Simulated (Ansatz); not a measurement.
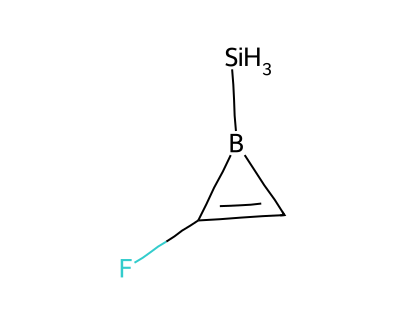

The geometry was computed by an optimisation with PBE-D4/def2-SVP. No frequency run is at hand to confirm it as a minimum. Method: RKS PBE-D4/def2-SVP (Ansatz 0.2.0).

Q: Estimate the dispersion correction.

A: −16.2 kJ/mol.

Q: What is the dipole moment?

A: 1.25 D.
